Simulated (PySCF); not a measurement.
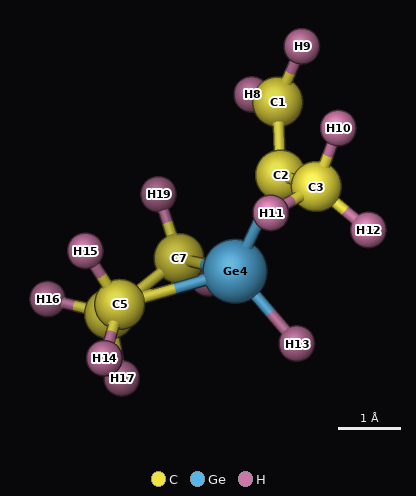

Figure 1. The structure as given in the input (ball-and-stick view, seen at a tilt; atoms are numbered from 1 in the order of the input). Sticks mark near contacts.

## Excited-state calculation of C6H12Ge

The run: excited-state calculation of C6H12Ge. Method and program: TDDFT wB97X-D/def2-SVPD, vertical, gas phase, core orbitals frozen in the response (PySCF 2.14.0).

The geometry comes from this level: PBE0-D3(BJ)/def2-SVP. It belongs to a series of runs on one base structure; here: constitutional isomer.

The program's output:
```
coarse grid: 68160 points
cycle   1  E = -2312.3463306310  dE =  1.042e-01  |g| = 4.581e-01  |ddm| = 6.248e+00
cycle   2  E = -2312.3618220952  dE = -1.549e-02  |g| = 4.215e-01  |ddm| = 1.366e+00
cycle   3  E = -2312.3879620506  dE = -2.614e-02  |g| = 3.320e-02  |ddm| = 7.076e-01
cycle   4  E = -2312.3881907017  dE = -2.287e-04  |g| = 1.764e-02  |ddm| = 1.173e-01
cycle   5  E = -2312.3882707094  dE = -8.001e-05  |g| = 4.008e-03  |ddm| = 3.522e-02
cycle   6  E = -2312.3882749493  dE = -4.240e-06  |g| = 1.482e-03  |ddm| = 1.142e-02
final grid: 144752 points
cycle   7  E = -2312.3875777759  dE = -1.745e-06  |g| = 1.712e-03  |ddm| = 1.651e-02
cycle   8  E = -2312.3875776551  dE =  1.209e-07  |g| = 1.878e-03  |ddm| = 6.418e-03
cycle   9  E = -2312.3875784976  dE = -8.425e-07  |g| = 1.577e-04  |ddm| = 2.915e-03
cycle  10  E = -2312.3875785044  dE = -6.802e-09  |g| = 4.812e-05  |ddm| = 3.775e-04
cycle  11  E = -2312.3875785055  dE = -1.161e-09  |g| = 1.140e-05  |ddm| = 2.333e-04
cycle  12  E = -2312.3875785056  dE = -5.457e-11  |g| = 4.400e-06  |ddm| = 4.326e-05
```

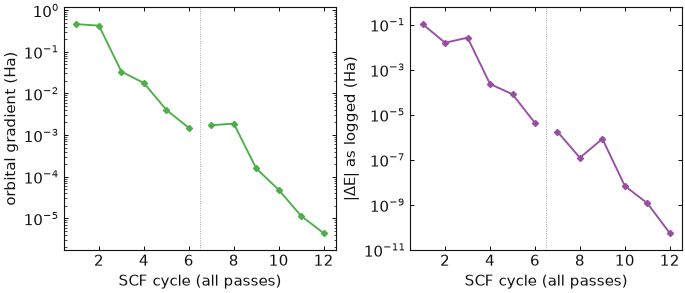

Figure 2. Convergence of the self-consistent field: orbital gradient and size of the energy change against the SCF cycle. The dotted line marks the change from a coarse to the final integration grid. The first 6 cycles use a coarse grid, the final grid takes over at cycle 7, and the field converges after 12 cycles in all.

```
converged SCF energy = -2312.3875785056

Static polarisability (au): isotropic 101.705, principal 83.927 102.303 118.884

Singlet excitations
state   eV       nm        f      main configurations
  1   6.3748    194.5   0.01465   H-1->L 0.53, H->L 0.20, H-3->L 0.13
  2   6.7304    184.2   0.26047   H->L 0.74, H-1->L 0.18
  3   7.1447    173.5   0.01352   H-3->L 0.23, H-2->L 0.22, H-1->L 0.18
  4   7.2804    170.3   0.00873   H->L+1 0.76
  5   7.3410    168.9   0.13354   H-2->L 0.47, H->L+2 0.30
  6   7.5499    164.2   0.03100   H->L+2 0.38, H-1->L+2 0.17, H->L+3 0.09
  7   7.6206    162.7   0.01055   H->L+3 0.39, H-1->L+1 0.21, H-1->L+2 0.18
  8   7.7597    159.8   0.00791   H-3->L 0.25, H->L+3 0.14, H-1->L+1 0.10
  9   7.9194    156.6   0.00823   H-1->L+3 0.59, H-3->L 0.12
 10   7.9317    156.3   0.05463   H->L+4 0.25, H-2->L+1 0.24, H-1->L+1 0.13

Triplet excitations (Tamm-Dancoff, eV): 4.3218 5.9287 6.4166 6.8343
Vertical ionisation energy (delta-SCF) = 9.1080 eV
```

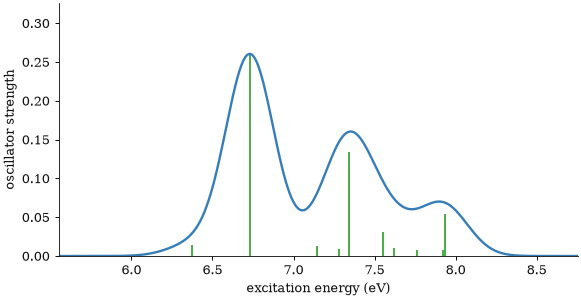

Figure 3. Computed excitations as sticks (degenerate states added up, dark ones marked on the axis), with a Gaussian envelope of 0.35 eV full width at half maximum, scaled to the tallest. Of the 10 states the lowest lies at 6.37 eV (f = 0.015); the strongest line is at 6.73 eV, or 184 nm (f = 0.260).

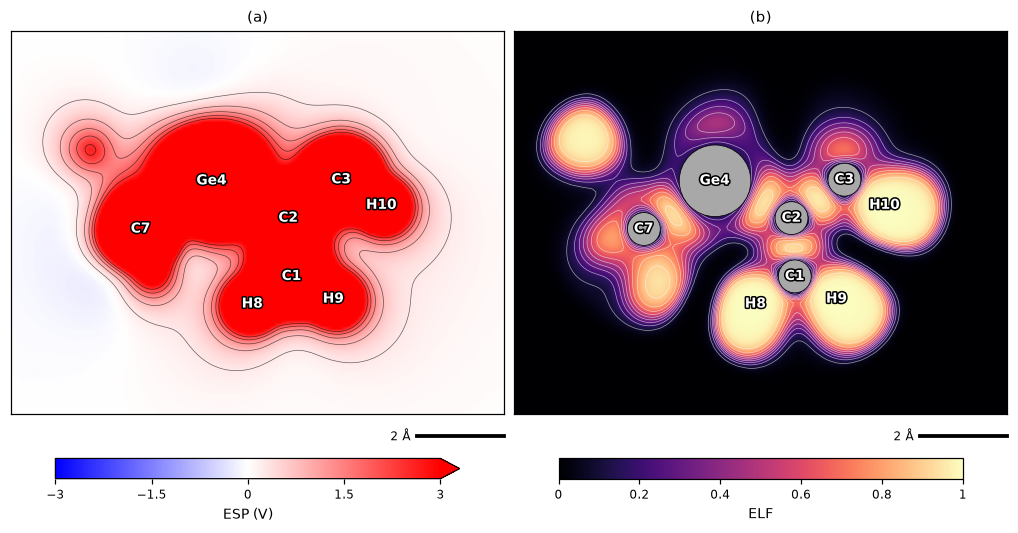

Figure 4. (a) molecular electrostatic potential; (b) electron localisation function on the plane of atoms C3, C2 and Ge4. Grey discs, where drawn, cover atomic cores. Atoms in the plane: C, Ge and H. C–C (1.34 Å): the ELF peaks at about 0.95 between the atoms; a double or triple bond. C–Ge (1.95 Å): the ELF peaks at about 0.95 in the valence shell of C, 0.7 Å from its nucleus, and is about 0.70 at the midpoint. C–H (1.09 Å): the ELF climbs to about 1 towards the hydrogen, as it does in any bond to H; a covalent bond by its length. C–C (1.50 Å): the ELF peaks at about 0.95 between the atoms, which marks a covalent bond. The potential has no marked negative region in this plane.

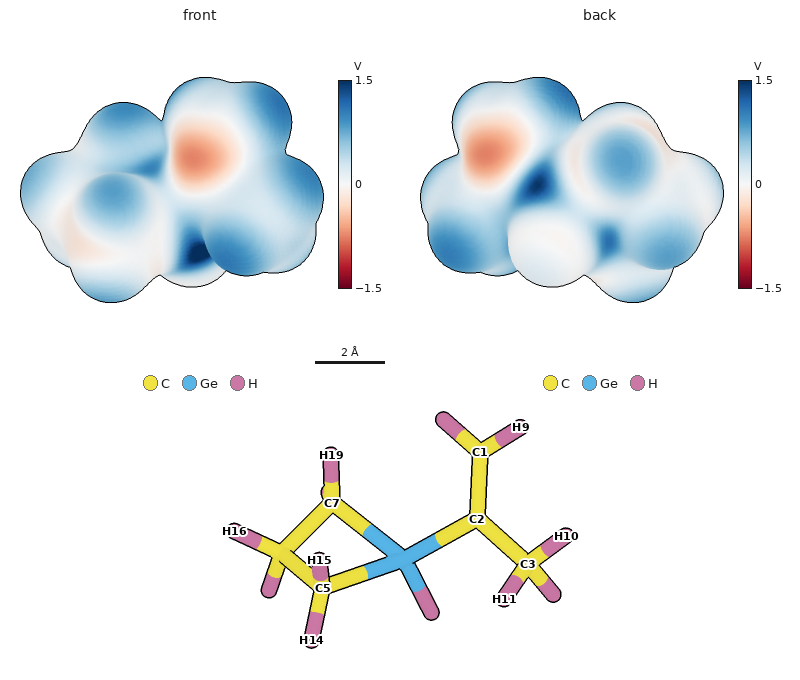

Figure 5. The molecular electrostatic potential painted on the density surface at 0.004 e/bohr³, seen at a tilt and from behind; the colour scale runs from red (negative) to blue (positive). The bare structure is drawn below in the same view.

This output came from the following input.

Input:
```
{"job": {"kind": "uv", "xc": "wB97X-D", "basis": "def2-SVPD", "ip": true}, "charge": 0, "multiplicity": 1}
C     -1.733373     1.605152    -0.336681
C     -1.571243     0.276161    -0.343765
C     -2.579822    -0.661278    -0.937853
Ge     0.049614    -0.489011     0.427151
C      1.610470    -0.865946    -0.735654
C      2.495616    -0.191832     0.339497
C      1.479566     0.703450     1.090876
H     -0.992596     2.279723     0.104084
H     -2.624059     2.075914    -0.772264
H     -3.437153    -0.121216    -1.370230
H     -2.131422    -1.281586    -1.732335
H     -2.964721    -1.362509    -0.178319
H     -0.314334    -1.657364     1.372990
H      1.883331    -1.890349    -1.024886
H      1.535093    -0.250281    -1.646343
H      3.374664     0.344510    -0.058479
H      2.882885    -0.960734     1.028354
H      1.650672     0.841621     2.167308
H      1.386396     1.695810     0.621112
```

The first line tells a small driver script what to run in PySCF; the rest is the geometry in Å.

Launched with:
```bash
OMP_NUM_THREADS=1 python <driver script> task.json out
```

Summary:

```tsv
quantity	value
outcome	converged
total energy	−2312.387579 hartree
HOMO	−9.03 eV
LUMO	1.60 eV
dipole moment	0.51 D
mean polarisability	101.70 a.u.
vertical ionisation energy	9.11 eV
lowest singlet excitation	6.37 eV
hardware	1 CPU thread, shared host
wall time	5.5 min
peak memory	1.4 GiB
```

Notes:

Spin–orbit coupling is left out, which matters for the heavy atoms.
